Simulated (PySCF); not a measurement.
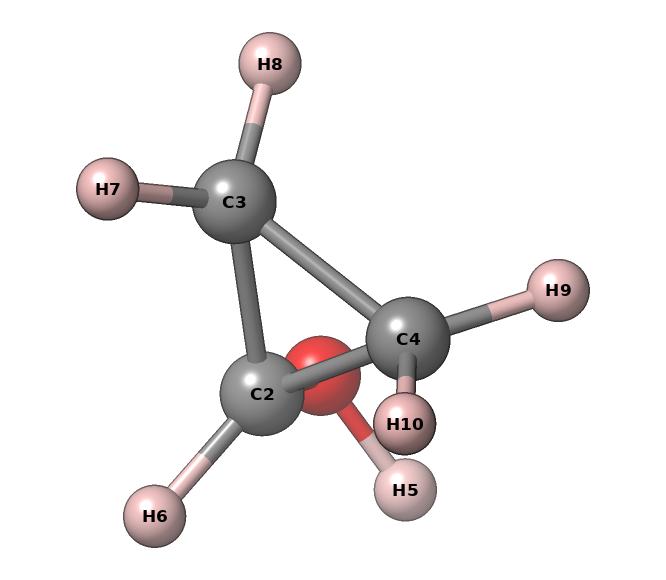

O1 lies behind C2. The molecule seen a little off the C2–O1 bond, C2 in front. Atoms fade into the background with distance from the viewer. Computed geometry: PBE0-D3(BJ)/def2-SVP optimisation. No frequency run is at hand to confirm it as a minimum.

**What is the torsion angle C3–C2–O1–H5? The sign is positive where the front bond must turn clockwise to cover the back bond.**

147°, anticlinal.
